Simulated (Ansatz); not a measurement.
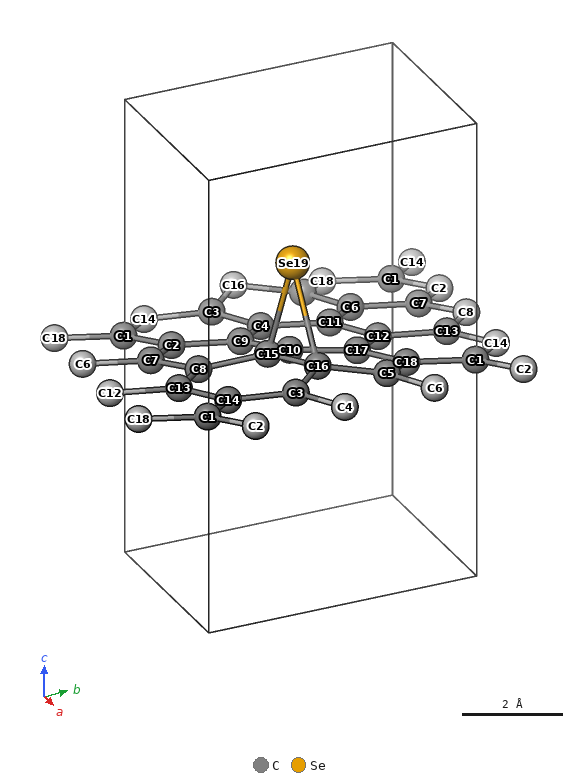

**Figure 1.** The input geometry (ball-and-stick view of the cell of the calculation, with the vacuum cut short, seen slightly off an axis; neighbours outside the cell are drawn fainter; atoms are numbered from 1 in the order of the input). Near neighbours in the crystal (not all of them lie inside the picture): C has 3 C at 1.40 to 1.46 Å; C has 3 C at 1.46 to 1.47 Å and 1 Se at 2.14 Å; Se has 2 C at 2.14 Å.

**Run report: C₁₈Se, nudged elastic band (part 1 of 3)**

C₁₈Se (slab, 19 atoms in the cell), computed with DFT PBE, scalar-relativistic, plane waves, PAW, no spin polarisation (Ansatz 0.2.0).

It belongs to a series of runs on one base structure; here: band between the two ends. Figures and captions count atoms from 1; the log counts them from 0 in places.

Log
```
Warning: neb: disabling space-group detection — the band's intermediate images generally break the endpoint symmetry, so no spatial operation reduces the k-mesh or symmetrises the density, except that a semilocal band can use its path's symmetry ahead of convergence; time reversal is kept, so that k and −k are solved as one point where they differ and the mesh holds both, and exact exchange and, on two spinor components, a DFT+U term hold to it where the run has them: on two components no moment then forms, and a state that bears one, which a typed moment (crystal.atoms[].spin; refused beside efield: under a hybrid functional) reaches, can lie lower, under hf by electronvolts; crystal.symmetry.detect: false (a key that needs symmetry detection or time reversal refuses this as the deck is read) with time_reversal: false beside it drops time reversal too
Engine: ansatz 0.2.0, aarch64-unknown-linux-gnu
Pseudopotentials: kind: paw
Pseudopotential: C, paw, valence charge 4, recommended cutoff 420 eV (normal), C.paw.azcp
Pseudopotential: Se, paw, valence charge 16, recommended cutoff 420 eV (normal), Se.paw.azcp
Functional definition: PBE
  parameter kappa = 0.804
  parameter beta = 0.06672455060314922
  exchange = pbe_x(kappa = kappa, mu = beta*pi^2/3)
  correlation = pbe_c(beta = beta)
NEB image 0
Crystal: 19 atoms, lattice volume = 616.173 Å³
Basis set: ecut = 420 eV, 12055 PW (Γ), exchange–correlation on 100×100×180 points (8 copies of the dense FFT grid, shifted against one another)
Bands: 63, of which v1, the nominal top of the filled ones, is band 44 counted from 1 (43 counted from 0)
Symmetry: 1 space group operations
k-points: 4
Non-local potential: C, projectors of the file, l = 0: 2, l = 1: 2, l = 2: 1
Non-local potential: Se, projectors of the file, l = 0: 2, l = 1: 2, l = 2: 3, l = 3: 1
PAW form: soft (Blöchl's): semilocal exchange-correlation on the pseudo side does not see the compensation charge
PAW one-centre angular grid: C, 110 points (default); XC on 64 Gauss nodes
PAW one-centre angular grid: Se, 590 points (default); XC on 64 Gauss nodes
Initial density: superposition of atomic densities (neutral atoms: chi_scale 0, normalization atom), corrected by the library's trained network
Initial wavefunctions: pseudopotential atomic-orbital guess
Functional: x = pbe(κ = 0.804, μ = 0.2195149727645171), c = pbe(β = 0.06672455060314922)
SCF iter   1: F=—  HF=-9983.430726 eV  |F-HF|=—  |Δ(HF+E_count)|=         —  Δρ=4.81e-3  dr2=2.86e-1  ethr=1.77e-3  ⟨swp⟩=11.8  Hψ=1624  notcnv=0  defer=26
preconditioner: auto → LDOS  [insulator: Δε(μ)=0.288 eV  Ē_g=13.821 eV  σ=0.050 eV  W_gap=0.89  n_scr=86 (ndim 8)  ℏωp=13.2 eV  f_vac=0.658  D(μ)=1.02/eV (n_scr^D=2)  ε∞_Penn≈1.9  β→1.0]
SCF iter   2: F=—  HF=-9983.778458 eV  |F-HF|=—  |Δ(HF+E_count)|=   3.48e-1  Δρ=1.07e-2  dr2=2.14e0  ethr=3.25e-4  ⟨swp⟩=4.2  Hψ=567  notcnv=0  defer=47  recentre
preconditioner: auto → Resta (q_TF=auto, 1.973 Å⁻¹)  ε∞=1.9  [insulator: Δε(μ)=0.323 eV  Ē_g=13.909 eV  σ=0.050 eV  W_gap=0.92  n_scr=86 (ndim 8)  ℏωp=13.2 eV  f_vac=0.662  D(μ)=0.77/eV (n_scr^D=0)  ε∞_Penn≈1.9  vacuum switching on, ρ_ref=1.4e-2 e/Å³  β→0.5]
SCF iter   3: F=—  HF=-9983.380784 eV  |F-HF|=—  |Δ(HF+E_count)|=   3.98e-1  Δρ=1.75e-3  dr2=2.33e-2  ethr=3.25e-4  ⟨swp⟩=3.5  Hψ=539  notcnv=0  defer=47
SCF iter   4: F=—  HF=-9983.381625 eV  |F-HF|=—  |Δ(HF+E_count)|=   8.41e-4  Δρ=5.46e-4  dr2=2.15e-3  ethr=2.64e-5  ⟨swp⟩=2.5  Hψ=374  notcnv=0  defer=47
SCF iter   5: F=—  HF=-9983.383136 eV  |F-HF|=—  |Δ(HF+E_count)|=   1.51e-3  Δρ=1.66e-4  dr2=2.26e-4  ethr=2.45e-6  ⟨swp⟩=2.5  Hψ=339  notcnv=0  defer=47
SCF iter   6: F=—  HF=-9983.383187 eV  |F-HF|=—  |Δ(HF+E_count)|=   5.03e-5  Δρ=5.64e-5  dr2=1.87e-5  ethr=2.56e-7  ⟨swp⟩=2.2  Hψ=343  notcnv=0  defer=47
SCF iter   7: F=—  HF=-9983.383059 eV  |F-HF|=—  |Δ(HF+E_count)|=   1.27e-4  Δρ=1.75e-5  dr2=4.28e-6  ethr=2.12e-8  ⟨swp⟩=2.0  Hψ=351  notcnv=0  defer=47
SCF iter   8: F=—  HF=-9983.383060 eV  |F-HF|=—  |Δ(HF+E_count)|=   1.19e-7  Δρ=5.74e-6  dr2=3.26e-7  ethr=4.86e-9  ⟨swp⟩=2.0  Hψ=299  notcnv=0  defer=47
SCF iter   9: F=-9983.383060 eV  HF=-9983.383060 eV  |F-HF|=3.12e-8  |Δ(HF+E_count)|=   7.57e-8  Δρ=2.55e-6  dr2=4.41e-8  ethr=1.14e-10  ⟨swp⟩=5.0  Hψ=877  notcnv=0
SCF 1 converged in 9 iterations: F = -9983.383060 eV  dr2 = 4.41e-8
  greatest PAW one-centre occupation: 1.000 electrons in one spin orbital (limit 2), on the Se atom at site 18 (counted from 0), in its partial waves of l = 2
NSCF: frozen V_eff on 4 k-points
NEB image 8
SCF iter   1: F=—  HF=-9983.365185 eV  |F-HF|=—  |Δ(HF+E_count)|=         —  Δρ=7.83e-3  dr2=8.48e-1  ethr=1.77e-3  ⟨swp⟩=12.5  Hψ=1640  notcnv=0  defer=37
preconditioner: auto → LDOS  [insulator: Δε(μ)=0.142 eV  Ē_g=13.811 eV  σ=0.050 eV  W_gap=0.59  n_scr=86 (ndim 8)  ℏωp=13.2 eV  f_vac=0.656  D(μ)=4.63/eV (n_scr^D=22)  ε∞_Penn≈1.9  β→1.0]
SCF iter   2: F=—  HF=-9983.288297 eV  |F-HF|=—  |Δ(HF+E_count)|=   7.69e-2  Δρ=5.83e-3  dr2=3.81e-1  ethr=9.64e-4  ⟨swp⟩=3.2  Hψ=444  notcnv=0  defer=47
SCF iter   3: F=—  HF=-9983.218057 eV  |F-HF|=—  |Δ(HF+E_count)|=   7.02e-2  Δρ=1.94e-3  dr2=5.64e-2  ethr=4.32e-4  ⟨swp⟩=3.0  Hψ=451  notcnv=0  defer=47
SCF iter   4: F=—  HF=-9983.210366 eV  |F-HF|=—  |Δ(HF+E_count)|=   7.69e-3  Δρ=6.40e-4  dr2=6.59e-3  ethr=6.41e-5  ⟨swp⟩=2.0  Hψ=339  notcnv=0  defer=47
SCF iter   5: F=—  HF=-9983.209749 eV  |F-HF|=—  |Δ(HF+E_count)|=   6.17e-4  Δρ=1.83e-4  dr2=3.14e-4  ethr=7.49e-6  ⟨swp⟩=2.0  Hψ=236  notcnv=0  defer=47
SCF iter   6: F=—  HF=-9983.209762 eV  |F-HF|=—  |Δ(HF+E_count)|=   1.26e-5  Δρ=8.12e-5  dr2=5.43e-5  ethr=3.57e-7  ⟨swp⟩=2.0  Hψ=342  notcnv=0  defer=47
SCF iter   7: F=—  HF=-9983.209556 eV  |F-HF|=—  |Δ(HF+E_count)|=   2.05e-4  Δρ=3.57e-5  dr2=8.70e-6  ethr=6.17e-8  ⟨swp⟩=2.0  Hψ=384  notcnv=0  defer=47
SCF iter   8: F=—  HF=-9983.209561 eV  |F-HF|=—  |Δ(HF+E_count)|=   4.34e-6  Δρ=1.08e-5  dr2=1.03e-6  ethr=9.88e-9  ⟨swp⟩=2.0  Hψ=336  notcnv=0  defer=47
SCF iter   9: F=-9983.209563 eV  HF=-9983.209562 eV  |F-HF|=2.75e-7  |Δ(HF+E_count)|=   1.54e-6  Δρ=3.46e-6  dr2=9.47e-8  ethr=1.14e-10  ⟨swp⟩=4.0  Hψ=937  notcnv=0
SCF 2 converged in 9 iterations: F = -9983.209563 eV  dr2 = 9.47e-8
NSCF: frozen V_eff on 4 k-points
NEB end point (image 0): max|allowed force component| = 9.577e-3 eV/Å (the criterion of neb.relax_end_points is 1.000e-2)
NEB end point (image 8): max|allowed force component| = 1.255e-2 eV/Å (the criterion of neb.relax_end_points is 1.000e-2)
NEB image 1
SCF iter   1: F=—  HF=-9983.411484 eV  |F-HF|=—  |Δ(HF+E_count)|=         —  Δρ=5.11e-3  dr2=3.31e-1  ethr=1.77e-3  ⟨swp⟩=10.8  Hψ=1528  notcnv=0  defer=40
preconditioner: auto → LDOS  [insulator: Δε(μ)=0.254 eV  Ē_g=13.829 eV  σ=0.050 eV  W_gap=0.85  n_scr=86 (ndim 8)  ℏωp=13.2 eV  f_vac=0.657  D(μ)=1.40/eV (n_scr^D=2)  ε∞_Penn≈1.9  β→1.0]
SCF iter   2: F=—  HF=-9983.764239 eV  |F-HF|=—  |Δ(HF+E_count)|=   3.53e-1  Δρ=1.12e-2  dr2=2.41e0  ethr=3.76e-4  ⟨swp⟩=4.2  Hψ=557  notcnv=0  defer=47  recentre
SCF iter   3: F=—  HF=-9983.356208 eV  |F-HF|=—  |Δ(HF+E_count)|=   4.08e-1  Δρ=1.96e-3  dr2=4.65e-2  ethr=3.76e-4  ⟨swp⟩=3.2  Hψ=535  notcnv=0  defer=47
SCF iter   4: F=—  HF=-9983.353843 eV  |F-HF|=—  |Δ(HF+E_count)|=   2.36e-3  Δρ=4.17e-4  dr2=2.47e-3  ethr=5.29e-5  ⟨swp⟩=2.2  Hψ=335  notcnv=0  defer=47
[...]
NEB image 2
preconditioner: auto → LDOS  [insulator: Δε(μ)=0.217 eV  Ē_g=13.821 eV  σ=0.050 eV  W_gap=0.79  n_scr=86 (ndim 8)  ℏωp=13.2 eV  f_vac=0.657  D(μ)=2.00/eV (n_scr^D=2)  ε∞_Penn≈1.9  β→1.0]
NEB image 3
preconditioner: auto → LDOS  [insulator: Δε(μ)=0.178 eV  Ē_g=13.805 eV  σ=0.050 eV  W_gap=0.71  n_scr=86 (ndim 8)  ℏωp=13.2 eV  f_vac=0.656  D(μ)=2.83/eV (n_scr^D=2)  ε∞_Penn≈1.9  β→1.0]
NEB image 4
preconditioner: auto → LDOS  [insulator: Δε(μ)=0.142 eV  Ē_g=13.809 eV  σ=0.050 eV  W_gap=0.61  n_scr=86 (ndim 8)  ℏωp=13.2 eV  f_vac=0.656  D(μ)=3.73/eV (n_scr^D=10)  ε∞_Penn≈1.9  β→1.0]
NEB image 5
preconditioner: auto → LDOS  [insulator: Δε(μ)=0.115 eV  Ē_g=13.813 eV  σ=0.050 eV  W_gap=0.51  n_scr=86 (ndim 8)  ℏωp=13.2 eV  f_vac=0.656  D(μ)=4.45/eV (n_scr^D=22)  ε∞_Penn≈1.9  β→1.0]
NEB image 6
preconditioner: auto → LDOS  [metal: Δε(μ)=0.107 eV  Ē_g=13.820 eV  σ=0.050 eV  W_gap=0.48  n_scr=86 (ndim 8)  ℏωp=13.2 eV  f_vac=0.656  D(μ)=4.82/eV (n_scr^D=22)  β→1.0]
NEB image 7
preconditioner: auto → LDOS  [insulator: Δε(μ)=0.125 eV  Ē_g=13.828 eV  σ=0.050 eV  W_gap=0.54  n_scr=86 (ndim 8)  ℏωp=13.2 eV  f_vac=0.656  D(μ)=4.82/eV (n_scr^D=22)  ε∞_Penn≈1.9  β→1.0]
NEB iter   1: max|band force component| = 4.265e-1 eV/Å  barrier→ = 0.1876 eV  barrier← = 0.0141 eV  CI = image 5  Δτ_max = 0.0075 Å  (84 SCF iters)
NEB image 1
Initial density: handed on by an earlier stage of this run
Initial wavefunctions: those handed on with the density
preconditioner: auto → LDOS  [insulator: Δε(μ)=0.265 eV  Ē_g=13.732 eV  σ=0.050 eV  W_gap=0.87  n_scr=86 (ndim 8)  ℏωp=13.2 eV  f_vac=0.660  D(μ)=1.25/eV (n_scr^D=2)  ε∞_Penn≈1.9  β→1.0]
NEB image 2
preconditioner: auto → LDOS  [insulator: Δε(μ)=0.243 eV  Ē_g=13.730 eV  σ=0.050 eV  W_gap=0.84  n_scr=86 (ndim 8)  ℏωp=13.2 eV  f_vac=0.659  D(μ)=1.57/eV (n_scr^D=2)  ε∞_Penn≈1.9  β→1.0]
NEB image 3
preconditioner: auto → LDOS  [insulator: Δε(μ)=0.207 eV  Ē_g=13.733 eV  σ=0.050 eV  W_gap=0.78  n_scr=86 (ndim 8)  ℏωp=13.2 eV  f_vac=0.659  D(μ)=2.20/eV (n_scr^D=2)  ε∞_Penn≈1.9  β→1.0]
NEB image 4
preconditioner: auto → LDOS  [insulator: Δε(μ)=0.162 eV  Ē_g=13.737 eV  σ=0.050 eV  W_gap=0.67  n_scr=86 (ndim 8)  ℏωp=13.2 eV  f_vac=0.658  D(μ)=3.17/eV (n_scr^D=2)  ε∞_Penn≈1.9  β→1.0]
NEB image 5
preconditioner: auto → LDOS  [insulator: Δε(μ)=0.120 eV  Ē_g=13.742 eV  σ=0.050 eV  W_gap=0.54  n_scr=86 (ndim 8)  ℏωp=13.2 eV  f_vac=0.658  D(μ)=4.18/eV (n_scr^D=22)  ε∞_Penn≈1.9  β→1.0]
NEB image 6
preconditioner: auto → LDOS  [metal: Δε(μ)=0.105 eV  Ē_g=13.747 eV  σ=0.050 eV  W_gap=0.48  n_scr=86 (ndim 8)  ℏωp=13.2 eV  f_vac=0.657  D(μ)=4.74/eV (n_scr^D=22)  β→1.0]
NEB image 7
preconditioner: auto → LDOS  [insulator: Δε(μ)=0.128 eV  Ē_g=13.751 eV  σ=0.050 eV  W_gap=0.55  n_scr=86 (ndim 8)  ℏωp=13.2 eV  f_vac=0.658  D(μ)=4.76/eV (n_scr^D=22)  ε∞_Penn≈1.9  β→1.0]
NEB iter   2: max|band force component| = 4.038e-1 eV/Å  barrier→ = 0.1829 eV  barrier← = 0.0094 eV  CI = image 5  Δτ_max = 0.0147 Å  (44 SCF iters)
[... from here on the SCF iterations and repeated set-up lines of each step are left out, up to the last step ...]
NEB image 1
NEB image 2
NEB image 3
NEB image 4
NEB image 5
NEB image 6
NEB image 7
NEB iter   3: max|band force component| = 3.607e-1 eV/Å  barrier→ = 0.1806 eV  barrier← = 0.0072 eV  CI = image 6  Δτ_max = 0.0206 Å  (44 SCF iters)
NEB image 1
NEB image 2
NEB image 3
NEB image 4
NEB image 5
NEB image 6
NEB image 7
NEB iter   4: max|band force component| = 3.197e-1 eV/Å  barrier→ = 0.1782 eV  barrier← = 0.0047 eV  CI = image 6  Δτ_max = 0.0251 Å  (43 SCF iters)
NEB image 1
NEB image 2
NEB image 3
NEB image 4
NEB image 5
NEB image 6
NEB image 7
NEB iter   5: max|band force component| = 2.637e-1 eV/Å  barrier→ = 0.1762 eV  barrier← = 0.0027 eV  CI = image 6  Δτ_max = 0.0040 Å  (45 SCF iters)
NEB image 1
NEB image 2
NEB image 3
NEB image 4
NEB image 5
NEB image 6
NEB image 7
NEB iter   6: max|band force component| = 2.498e-1 eV/Å  barrier→ = 0.1751 eV  barrier← = 0.0016 eV  CI = image 6  Δτ_max = 0.0079 Å  (38 SCF iters)
NEB image 1
NEB image 2
NEB image 3
NEB image 4
NEB image 5
NEB image 6
NEB image 7
NEB iter   7: max|band force component| = 2.271e-1 eV/Å  barrier→ = 0.1747 eV  barrier← = 0.0012 eV  CI = image 7  Δτ_max = 0.0035 Å  (39 SCF iters)
NEB image 1
NEB image 2
NEB image 3
NEB image 4
NEB image 5
NEB image 6
NEB image 7
NEB iter   8: max|band force component| = 2.222e-1 eV/Å  barrier→ = 0.1745 eV  barrier← = 0.0010 eV  CI = image 7  Δτ_max = 0.0034 Å  (38 SCF iters)
NEB image 1
NEB image 2
NEB image 3
NEB image 4
NEB image 5
NEB image 6
NEB image 7
NEB iter   9: max|band force component| = 2.126e-1 eV/Å  barrier→ = 0.1744 eV  barrier← = 0.0010 eV  CI = image 7  Δτ_max = 0.0067 Å  (34 SCF iters)
NEB image 1
NEB image 2
NEB image 3
NEB image 4
NEB image 5
NEB image 6
NEB image 7
NEB iter  10: max|band force component| = 1.957e-1 eV/Å  barrier→ = 0.1744 eV  barrier← = 0.0009 eV  CI = image 7  Δτ_max = 0.0096 Å  (35 SCF iters)
NEB image 1
NEB image 2
NEB image 3
NEB image 4
NEB image 5
NEB image 6
NEB image 7
NEB iter  11: max|band force component| = 1.746e-1 eV/Å  barrier→ = 0.1743 eV  barrier← = 0.0008 eV  CI = image 7  Δτ_max = 0.0123 Å  (38 SCF iters)
NEB image 1
NEB image 2
NEB image 3
NEB image 4
NEB image 5
NEB image 6
NEB image 7
NEB iter  12: max|band force component| = 1.458e-1 eV/Å  barrier→ = 0.1742 eV  barrier← = 0.0007 eV  CI = image 7  Δτ_max = 0.0144 Å  (39 SCF iters)
NEB image 1
NEB image 2
NEB image 3
NEB image 4
NEB image 5
NEB image 6
NEB image 7
NEB iter  13: max|band force component| = 1.082e-1 eV/Å  barrier→ = 0.1741 eV  barrier← = 0.0006 eV  CI = image 7  Δτ_max = 0.0159 Å  (40 SCF iters)
NEB image 1
NEB image 2
NEB image 3
NEB image 4
NEB image 5
NEB image 6
NEB image 7
```
